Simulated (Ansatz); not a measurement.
# BF$_{3}$···SiH$_{4}$: what the fields show

Input file:

```
crystal:
  periodic: [false, false, false]
  atoms:
    - {symbol: B, position_ang: [-0.738224, -1.798218, 0.580745]}
    - {symbol: Si, position_ang: [0.591329, 1.452558, -0.469860]}
    - {symbol: F, position_ang: [-1.116242, -1.843291, -0.675104]}
    - {symbol: F, position_ang: [-1.404172, -1.062702, 1.439421]}
    - {symbol: H, position_ang: [0.975210, 0.130502, 0.096866]}
    - {symbol: F, position_ang: [0.282448, -2.516067, 0.984622]}
    - {symbol: H, position_ang: [-0.879029, 1.492533, -0.659995]}
    - {symbol: H, position_ang: [1.010935, 2.515223, 0.476098]}
    - {symbol: H, position_ang: [1.277746, 1.629362, -1.772795]}
basis:
  gaussian: {orbitals: def2-TZVPP}
hamiltonian: {xc: pbe0, dispersion: d4}
output: {orbitals: {seedname: orbitals}}
```

Launched as:

```sh
ansatz run in.yaml --threads 4 --pin off --events-out ev --progress --plain --max-ram 9574MiB
```

The product side of a reaction path; geometry: PBE0-D4/def2-TZVP.

Level of theory: RKS PBE0-D4/def2-TZVPP (Ansatz).

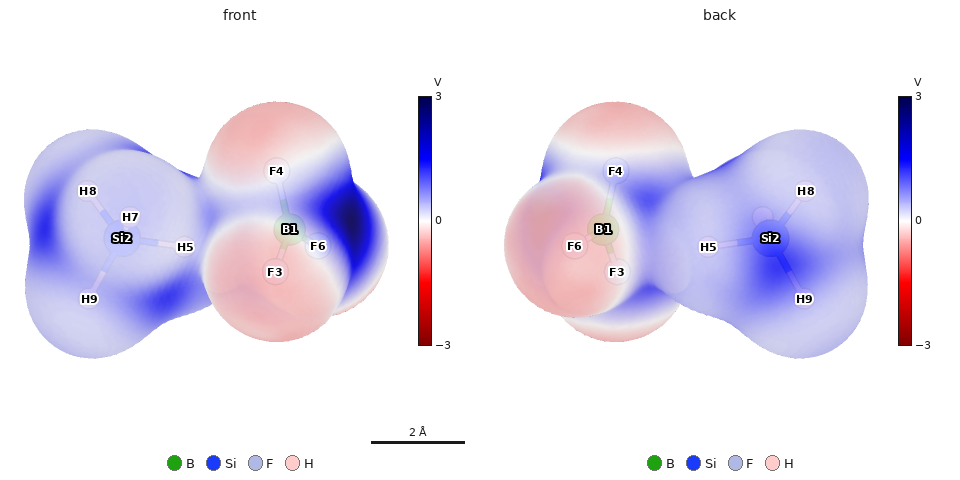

Figure 1. The molecular electrostatic potential painted on the density surface at 0.002 e/bohr³, seen from the front and from behind; the colour scale runs from red (negative) to blue (positive).

Question: Where is the surface potential most negative and most positive?

Answer: The most negative region (about −0.4 V) lies over F3, F4 and F6, the most positive (about +2.6 V) over B1.

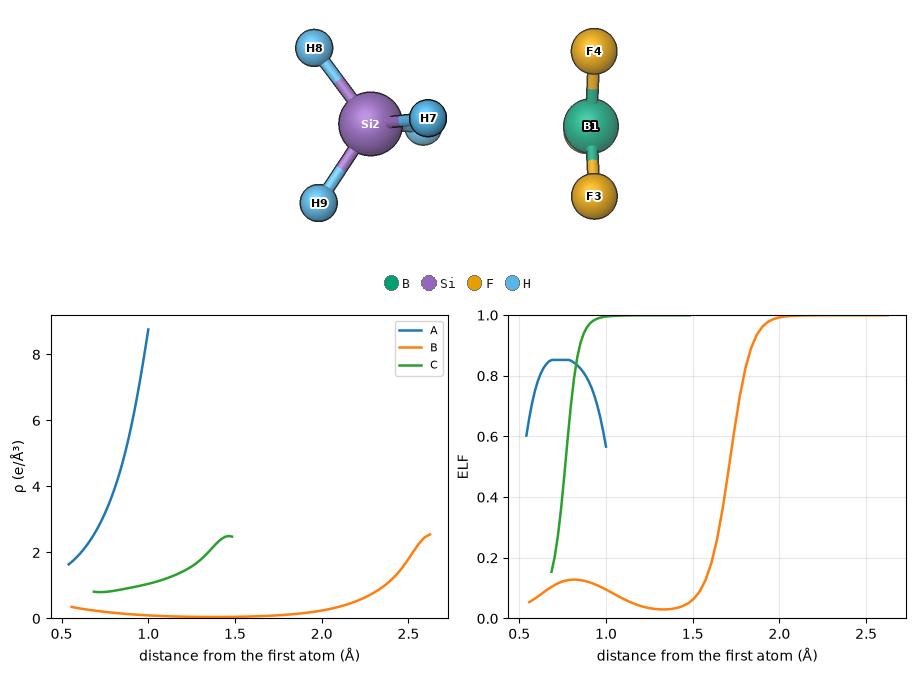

Figure 2. Electron density and electron localisation function along straight lines between neighbouring atoms. The curves leave out the atomic cores. The structure is drawn too.

Question: Which curve belongs to which contact (B–F, B–H and Si–H)? The first atom named is at distance zero.

Answer: Curve A: B–F (1.31 Å): the density is about 2.3 e/Å³ at the midpoint; the ELF peaks at about 0.85 between the atoms: a shared but strongly polarised pair. Curve B: B1···H5 (2.62 Å): the density falls to about 0.05 e/Å³ on the way; the ELF dips to about 0 between them. Curve C: Si–H (1.48 Å): the density is about 0.8 e/Å³ at the midpoint; the ELF climbs to about 1 towards the hydrogen, as it does in any bond to H.
